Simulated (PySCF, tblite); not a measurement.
# C8H9N: dynamics, then NMR shifts on frames

Aim: move C8H9N (`[H]/N=C\c1cccc(C)c1`) away from its starting geometry and see how NMR shifts follow the geometry.

The runs use tblite 0.8.0 and PySCF 2.14.0, with density-fitted response routines of our own; the level of theory stands in each step. All values are computed, except where a source is named. Atoms are numbered from 0 throughout.

### Step 1. The molecule as given

18 atoms, charge 0, multiplicity 1; geometry from: GFN2-xTB.

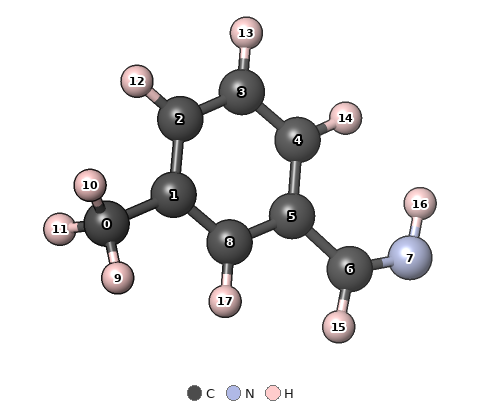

The starting geometry (carbon dark grey, nitrogen light blue, hydrogen pink), atoms numbered.

### Step 2. Dynamics with GFN2-xTB

Job settings and geometry (Å):

```
{"job": {"kind": "md", "xc": "GFN2-xTB", "basis": "xTB", "temperature": 600, "steps": 2000, "every": 50, "frames": 5}, "charge": 0, "multiplicity": 1}
C     -2.547756    -0.985707     0.279545
C     -1.269877    -0.240610     0.042463
C     -1.294294     1.046928    -0.484205
C     -0.118087     1.739498    -0.712857
C      1.100102     1.158428    -0.418227
C      1.151430    -0.132383     0.106081
C      2.419869    -0.791273     0.436642
N      3.599371    -0.364661     0.325600
C     -0.042814    -0.817374     0.327561
H     -2.400081    -1.797781     0.986901
H     -3.315573    -0.317572     0.663974
H     -2.910854    -1.411164    -0.656351
H     -2.243875     1.508887    -0.713651
H     -0.152302     2.739465    -1.120102
H      2.012682     1.710336    -0.595245
H      2.323024    -1.798305     0.838244
H      3.685240     0.579094    -0.050749
H     -0.004965    -1.819489     0.732720
```

Method: GFN2-xTB Langevin dynamics, gas phase.

Started as:

```
OMP_NUM_THREADS=1 python probes_run.py task.json out
```

One launch serves the whole session: the jobs run in the order shown.

Output:

```text
t/fs     T/K      E/eV
    0.0   508.9   -669.35652
   25.0   364.7   -668.44901
   50.0   556.5   -668.46604
   75.0   343.6   -668.19584
  100.0   624.8   -668.66152
  125.0   488.1   -668.28621
  150.0   348.6   -667.74660
  175.0   560.6   -668.35359
  200.0   535.1   -668.24809
  225.0   582.2   -668.26281
  250.0   480.7   -668.07344
  275.0   551.0   -668.18772
  300.0   536.4   -668.05561
  325.0   592.8   -668.22327
  350.0   513.4   -668.05977
  375.0   550.3   -668.18179
  400.0   520.6   -668.30065
  425.0   458.2   -668.18783
  450.0   599.0   -668.53589
  475.0   518.2   -668.12973
  500.0   477.2   -668.00733
  525.0   475.3   -667.71041
  550.0   714.5   -668.06663
  575.0   584.3   -667.88563
  600.0   695.1   -668.38981
  625.0   476.8   -667.91639
  650.0   560.0   -668.25110
  675.0   415.8   -668.15141
  700.0   451.4   -668.37609
  725.0   512.9   -668.63948
  750.0   465.5   -668.29267
  775.0   487.9   -668.35880
  800.0   466.2   -668.53825
  825.0   405.5   -668.36447
  850.0   564.5   -668.41009
  875.0   467.4   -668.26321
  900.0   574.1   -668.09228
  925.0   680.0   -667.87573
  950.0   545.4   -667.70708
  975.0   760.3   -667.88999
 1000.0   787.6   -667.85296
```

It took 11 s on 1 thread of Arm Neoverse V2, shared host; peak memory 0.18 GiB.

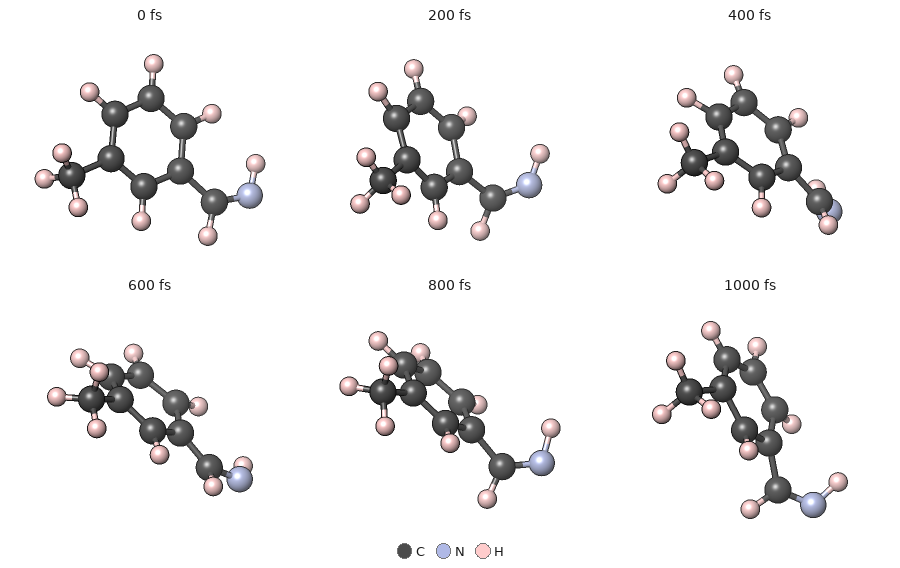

Frames of the run.

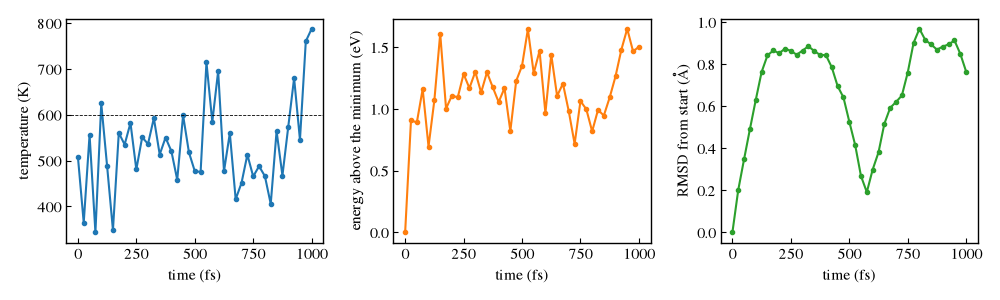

Temperature, potential energy and distance from the start.

Positions (Å) and forces (eV/Å) at 1000 fs:

```xyz
18

C    -2.191   -0.175    1.121    0.494    0.367    0.429
C    -0.786    0.069    0.559    0.896   -1.956   -0.184
C    -0.321    0.807   -0.552    0.654   -2.420    2.161
C     0.961    0.541   -1.051   -1.247    2.995   -1.057
C     1.752   -0.369   -0.478    1.575   -2.858    0.229
C     1.343   -1.263    0.509   -3.193    0.967    0.679
C     1.956   -2.574    0.800   -1.545    1.814    0.292
N     3.148   -2.747    1.067    2.290   -0.303    0.459
C     0.068   -0.955    1.091    1.317    0.901   -0.745
H    -2.600   -1.115    0.606    0.409    1.456    0.895
H    -1.875   -0.385    2.189   -1.460    0.055   -0.963
H    -2.940    0.668    1.087    0.972   -0.949   -0.153
H    -0.972    1.522   -0.881   -1.160    1.626   -1.300
H     1.304    1.210   -1.886   -0.145   -0.869    0.824
H     2.681   -0.741   -0.866    0.614    0.703   -0.760
H     1.176   -3.331    0.892    0.630   -0.368   -0.121
H     3.744   -1.882    1.077   -0.657   -0.850   -0.223
H    -0.123   -1.400    2.064   -0.445   -0.310   -0.463
```

### Step 3. Nuclear shieldings: 250 fs, PBE0/pcSseg-1

Job settings and geometry (Å):

```
{"job": {"kind": "nmr", "xc": "PBE0", "basis": "pcSseg-1", "pop": false}, "charge": 0, "multiplicity": 1}
C     -2.333000    -1.041800     1.438600
C     -1.308300    -0.541900     0.495200
C     -1.468400     0.571900    -0.289700
C     -0.478900     1.157300    -0.962500
C      0.760300     0.543800    -0.951800
C      0.996100    -0.630400    -0.199200
C      2.340400    -1.252600     0.075500
N      3.469900    -0.792400    -0.298700
C     -0.049500    -1.204800     0.479200
H     -3.439300    -0.774300     1.141800
H     -2.373200    -2.207000     1.475800
H     -2.158900    -0.875700     2.582300
H     -2.379500     1.038800    -0.520600
H     -0.555400     2.063700    -1.542300
H      1.630900     0.931100    -1.624100
H      2.380300    -2.086900     0.763400
H      3.541900    -0.069700    -0.861700
H      0.052600    -2.112500     1.089300
```

Level: GIAO PBE0/pcSseg-1 NMR shielding, non-relativistic, gas phase.

Output:

```text
coarse grid: 15336 points
cycle   1  E = -364.3576370579  dE =  1.489e+00  |g| = 5.030e-01  |ddm| = 4.181e+00
cycle   2  E = -364.2901622239  dE =  6.747e-02  |g| = 7.595e-01  |ddm| = 1.610e+00
cycle   3  E = -364.4173565646  dE = -1.272e-01  |g| = 1.491e-01  |ddm| = 9.871e-01
cycle   4  E = -364.4227656461  dE = -5.409e-03  |g| = 3.811e-02  |ddm| = 2.046e-01
cycle   5  E = -364.4231055434  dE = -3.399e-04  |g| = 1.133e-02  |ddm| = 6.336e-02
cycle   6  E = -364.4231339769  dE = -2.843e-05  |g| = 3.508e-03  |ddm| = 1.267e-02
cycle   7  E = -364.4231369303  dE = -2.953e-06  |g| = 1.212e-03  |ddm| = 4.468e-03
final grid: 149008 points
cycle   8  E = -364.4758172166  dE = -3.637e-05  |g| = 6.914e-03  |ddm| = 5.368e-02
cycle   9  E = -364.4758146991  dE =  2.518e-06  |g| = 7.619e-03  |ddm| = 1.830e-02
cycle  10  E = -364.4758298437  dE = -1.514e-05  |g| = 1.235e-03  |ddm| = 9.694e-03
cycle  11  E = -364.4758302486  dE = -4.049e-07  |g| = 3.254e-04  |ddm| = 1.649e-03
cycle  12  E = -364.4758302734  dE = -2.479e-08  |g| = 1.214e-04  |ddm| = 4.919e-04
cycle  13  E = -364.4758302765  dE = -3.120e-09  |g| = 4.139e-05  |ddm| = 1.679e-04
cycle  14  E = -364.4758302768  dE = -3.371e-10  |g| = 1.316e-05  |ddm| = 4.512e-05
converged SCF energy = -364.4758302768

GIAO shielding tensors (ppm)
atom      isotropic    diamagn.    paramagn.     s11        s22        s33       span
  0 C      153.491     240.354     -86.863    135.338    142.241    182.893     47.555
  1 C       45.239     259.174    -213.935    -55.616     15.068    176.266    231.881
  2 C       62.167     250.670    -188.503    -36.263     45.444    177.321    213.584
  3 C       55.209     256.897    -201.688    -60.102     49.656    176.072    236.174
  4 C       54.523     254.345    -199.822    -43.847     32.909    174.508    218.356
  5 C       45.103     261.075    -215.972    -49.356     18.569    166.095    215.451
  6 C       10.033     246.599    -236.566   -101.635     29.017    102.716    204.352
  7 N      -96.369     320.098    -416.466   -482.125   -101.321    294.339    776.464
  8 C       41.518     253.784    -212.266    -57.555     31.615    150.495    208.049
  9 H       27.368      24.793       2.575     22.551     26.356     33.197     10.646
 10 H       27.182      25.713       1.469     22.924     26.526     32.097      9.173
 11 H       27.011      25.139       1.872     23.375     24.583     33.074      9.699
 12 H       24.806      32.759      -7.953     20.601     24.819     28.999      8.398
 13 H       23.938      31.879      -7.942     20.413     24.147     27.253      6.840
 14 H       23.169      32.095      -8.926     18.992     24.409     26.106      7.114
 15 H       23.001      28.622      -5.620     20.107     21.906     26.991      6.883
 16 H       18.474      41.227     -22.753      1.344     24.315     29.762     28.418
 17 H       23.721      34.630     -10.909     20.712     21.772     28.677      7.965
```

Run time: 23 s. Hardware: 1 thread of Arm Neoverse V2, shared host; peak memory 0.86 GiB.

Shifts follow as δ = σ(reference) − σ, with reference shieldings (ppm) from runs at the same level and on the same kind of geometry: ¹H TMS 31.72, ¹³C TMS 186.9, ¹⁵N NH3 267.7. The references are single molecules in the gas phase, so shifts against H2O, NH3, PH3, H3PO4 or CFCl3 are not on the usual liquid scales and can be off by tens of ppm. Each atom is listed at this fixed geometry, with no averaging over motion; a spectrum would average atoms that exchange fast.

```csv
atoms,environment,σ (ppm),δ (ppm)
C6,"carbon bonded to C, N, H",10.0,176.9
C8,"carbon bonded to 2 C, H",41.5,145.4
C5,carbon bonded to 3 C,45.1,141.8
C1,carbon bonded to 3 C,45.2,141.7
C4,"carbon bonded to 2 C, H",54.5,132.4
C3,"carbon bonded to 2 C, H",55.2,131.7
C2,"carbon bonded to 2 C, H",62.2,124.8
C0,"carbon bonded to C, 3 H",153.5,33.4
H16,hydrogen on a nitrogen bonded to C,18.47,13.24
H15,"hydrogen on a carbon bonded to C, N",23.00,8.72
H14,hydrogen on a carbon bonded to 2 C,23.17,8.55
H17,hydrogen on a carbon bonded to 2 C,23.72,8.00
H13,hydrogen on a carbon bonded to 2 C,23.94,7.78
H12,hydrogen on a carbon bonded to 2 C,24.81,6.91
H11,hydrogen on a carbon bonded to C,27.01,4.71
H10,hydrogen on a carbon bonded to C,27.18,4.53
H9,hydrogen on a carbon bonded to C,27.37,4.35
N7,"nitrogen bonded to C, H",-96.4,364.1
```

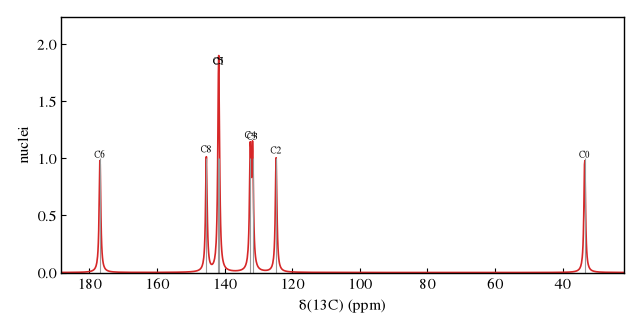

¹³C lines at the computed shifts, without couplings. Lines are broadened to a width of 0.57 ppm (Lorentzian).

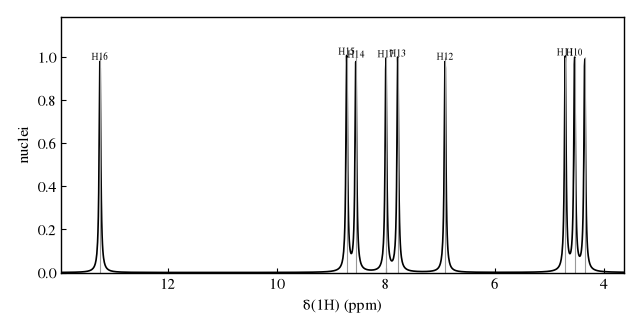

¹H lines at the computed shifts, without couplings. Lines are broadened to a width of 0.04 ppm (Lorentzian).

Ring of atoms C1, C2, C3, C4, C5, C8: NICS(0) -7.9, NICS(1) -10.9, NICS(1)zz -26.4 ppm (means of both faces).

### Step 4. Shielding tensors: 425 fs, PBE0/pcSseg-1

Job settings and geometry (Å):

```
{"job": {"kind": "nmr", "xc": "PBE0", "basis": "pcSseg-1", "pop": false}, "charge": 0, "multiplicity": 1}
C     -2.191200    -1.083200     1.262100
C     -0.907600    -0.601600     0.644800
C     -0.909400     0.197100    -0.503000
C      0.335600     0.534200    -1.030800
C      1.584500     0.136900    -0.496800
C      1.570500    -0.823300     0.429000
C      2.684900    -1.624400     0.801900
N      3.660100    -2.028300     0.063000
C      0.341100    -1.064200     1.086300
H     -2.827700    -0.204000     1.560200
H     -2.725000    -1.651000     0.450000
H     -1.952500    -1.691200     2.077200
H     -1.833800     0.738600    -1.073700
H      0.234500     1.226900    -1.948300
H      2.497700     0.557500    -0.974000
H      2.847200    -1.822900     1.890400
H      3.524000    -1.886800    -0.907700
H      0.239100    -1.791200     1.974400
```

Method: GIAO PBE0/pcSseg-1 NMR shielding, non-relativistic, gas phase.

Output:

```text
coarse grid: 15336 points
cycle   1  E = -364.3753388279  dE =  1.383e+00  |g| = 4.551e-01  |ddm| = 4.136e+00
cycle   2  E = -364.3360966997  dE =  3.924e-02  |g| = 6.406e-01  |ddm| = 1.446e+00
cycle   3  E = -364.4259108593  dE = -8.981e-02  |g| = 1.449e-01  |ddm| = 8.025e-01
cycle   4  E = -364.4306831644  dE = -4.772e-03  |g| = 4.199e-02  |ddm| = 1.863e-01
cycle   5  E = -364.4310799347  dE = -3.968e-04  |g| = 1.400e-02  |ddm| = 7.027e-02
cycle   6  E = -364.4311259734  dE = -4.604e-05  |g| = 4.501e-03  |ddm| = 1.740e-02
cycle   7  E = -364.4311312902  dE = -5.317e-06  |g| = 1.220e-03  |ddm| = 6.051e-03
final grid: 149008 points
cycle   8  E = -364.4817461579  dE = -3.091e-05  |g| = 6.957e-03  |ddm| = 4.403e-02
cycle   9  E = -364.4817421615  dE =  3.996e-06  |g| = 8.065e-03  |ddm| = 1.835e-02
cycle  10  E = -364.4817586074  dE = -1.645e-05  |g| = 1.673e-03  |ddm| = 1.032e-02
cycle  11  E = -364.4817593409  dE = -7.334e-07  |g| = 2.969e-04  |ddm| = 1.959e-03
cycle  12  E = -364.4817593595  dE = -1.869e-08  |g| = 1.155e-04  |ddm| = 4.706e-04
cycle  13  E = -364.4817593623  dE = -2.772e-09  |g| = 4.823e-05  |ddm| = 1.694e-04
cycle  14  E = -364.4817593628  dE = -5.186e-10  |g| = 1.377e-05  |ddm| = 5.818e-05
converged SCF energy = -364.4817593628

GIAO shielding tensors (ppm)
atom      isotropic    diamagn.    paramagn.     s11        s22        s33       span
  0 C      158.792     246.404     -87.612    141.441    151.544    183.392     41.951
  1 C       37.424     263.124    -225.700    -59.761      2.535    169.499    229.260
  2 C       38.011     256.447    -218.436    -72.531     41.009    145.554    218.085
  3 C       39.348     257.586    -218.238    -70.774     30.754    158.062    228.836
  4 C       63.173     251.826    -188.653    -32.255     46.767    175.006    207.261
  5 C       50.213     263.597    -213.384    -31.700     12.556    169.784    201.485
  6 C        4.040     245.479    -241.439   -117.991     13.346    116.766    234.757
  7 N     -123.520     322.133    -445.653   -505.874   -113.862    249.176    755.050
  8 C       48.326     252.672    -204.346    -43.937     44.662    144.255    188.192
  9 H       27.990      27.442       0.548     23.674     26.721     33.576      9.902
 10 H       27.987      27.320       0.667     23.807     26.659     33.494      9.687
 11 H       30.319      30.822      -0.502     25.438     30.382     35.139      9.701
 12 H       22.117      30.050      -7.933     18.131     22.746     25.472      7.341
 13 H       23.247      30.749      -7.502     18.939     24.198     26.603      7.664
 14 H       23.920      32.742      -8.822     20.821     24.708     26.231      5.411
 15 H       22.110      25.328      -3.218     18.846     21.566     25.919      7.073
 16 H       19.927      38.054     -18.126      6.317     24.427     29.039     22.722
 17 H       23.520      32.382      -8.862     19.557     23.078     27.924      8.367
```

It took 23 s on 1 thread of Arm Neoverse V2, shared host; peak memory 0.85 GiB.

Key values: δ C6 182.9, C1 149.5, C2 148.9, C3 147.6, H16 11.79, H15 9.61 ppm.

(Part 1 of 2 ends here.)
